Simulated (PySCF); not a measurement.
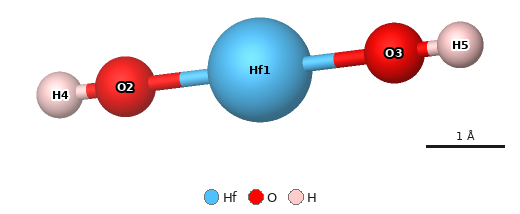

*The structure as given in the input (ball-and-stick view, seen at a tilt; atoms are numbered from 1 in the order of the input). Sticks mark near contacts.*

Run report: HfH2O2, frequency calculation

System: HfH2O2, multiplicity 3.
Method: UKS-based PBE0, Hf def2-TZVP with ECP60, O def2-TZVP, H def2-TZVP; non-relativistic Hamiltonian with a scalar-relativistic core potential; density fitting (PySCF 2.14.0).

### Output
```
init E= -199.604929894346
  alpha nocc = 16  HOMO = -0.153394319732364  LUMO = 0.007789725684026
  beta  nocc = 14  HOMO = -0.321732835322417  LUMO = -0.0716007168263886
  HOMO = -0.153394319732  LUMO = -0.0716007168264  gap/eV = 2.22572
cycle= 1 E= -199.604929894336  delta_E= 9.66e-12  |g|= 6.65e-06  |ddm|= 5.38e-06
  alpha nocc = 16  HOMO = -0.153393981448694  LUMO = 0.00779008955587101
  beta  nocc = 14  HOMO = -0.321731063480313  LUMO = -0.0716004201731515
  HOMO = -0.153393981449  LUMO = -0.0716004201732  gap/eV = 2.22572
Extra cycle  E= -199.604929894298  delta_E= 3.8e-11  |g|= 1.24e-05  |ddm|= 8.36e-06
converged SCF energy = -199.604929894298  <S^2> = 2.004444  2S+1 = 3.0029612
```

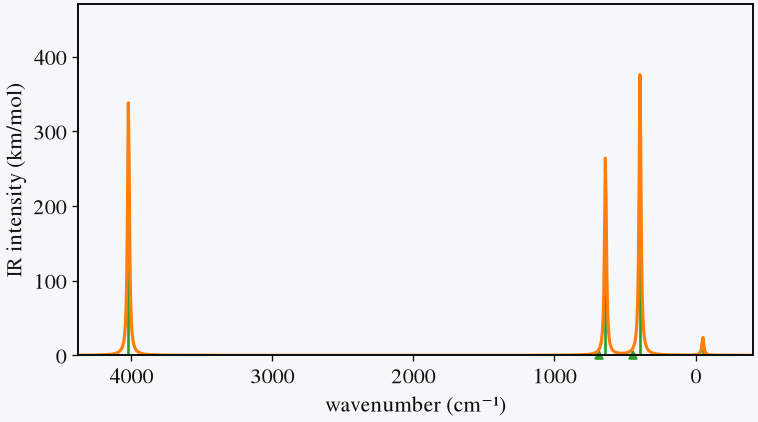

*Harmonic infrared spectrum, unscaled: sticks (degenerate modes added up, dark ones marked on the axis) with a Lorentzian envelope of 16 cm⁻¹ full width, scaled to the tallest stick; imaginary modes are drawn at negative wavenumbers.*

10 modes from 52i to 4019 cm⁻¹, 2 imaginary beyond 8i (52i, 52i cm⁻¹): not a minimum. The strongest line is at 393 cm⁻¹ (376 km/mol). All modes, in cm⁻¹ (km/mol): 52i (11.9), 52i (11.9), 393 (188), 393 (188), 447 (0.0), 447 (0.0), 638 (264), 683 (0.0), 4018 (339), 4019 (0.0).

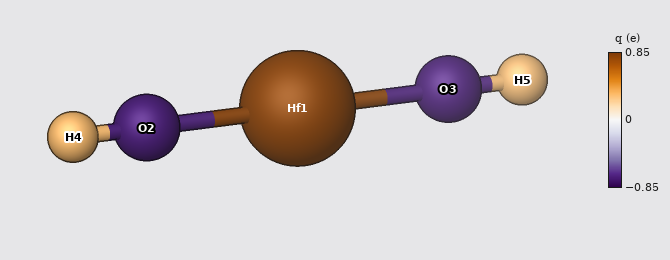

*Mulliken charges, as the colour of each atom (ball-and-stick view, seen at a tilt; atoms are numbered from 1 in the order of the input; Mulliken charges depend strongly on the basis).*

By element: Hf +0.81, O −0.71 and H +0.31 e.

The run was set up as follows.

### Input file
```python
from pyscf import gto, scf, dft
mol = gto.M(atom='''
Hf     0.000000     0.000000     0.000000
O     -0.340936     0.000000     1.914625
O      0.340936    -0.000000    -1.914625
H     -0.507738     0.000000     2.851356
H      0.507738    -0.000000    -2.851356''',
    basis={'Hf': 'def2-TZVP', 'O': 'def2-TZVP', 'H': 'def2-TZVP'},
    ecp={'Hf': 'def2-TZVP'},
    charge=0, spin=2)
mf = dft.UKS(mol, xc='PBE0')
mf.grids.atom_grid = (75, 302)
aux = {'Hf': 'def2-universal-JKFIT', 'O': 'def2-universal-JKFIT', 'H': 'def2-universal-JKFIT'}
mf = mf.density_fit(auxbasis=aux)
mf.conv_tol = 1e-09
mf.diis_space = 10
mf.max_cycle = 60
mf.verbose = 4
mf.kernel()
```

The script is an equivalent of the set-up of the self-consistent field. The run itself was carried out by a driver, which started from the orbitals of the step before it where there was one and computed the further properties.

Launch command:
```bash
OMP_NUM_THREADS=4 python axn.py task.json out
```

### Results in brief

```csv
quantity,value
outcome,converged
total energy,−199.604930 hartree
⟨S²⟩,2.004
zero-point energy,0.025147 hartree
dipole moment,0.00 D
"wavenumbers, lowest and highest",52i and 4019 cm⁻¹
hardware,"4 threads of Arm Neoverse V2, 24 GiB of memory available, shared host"
wall time,40 s (CPU time 2 min)
peak memory,1.6 GiB
```
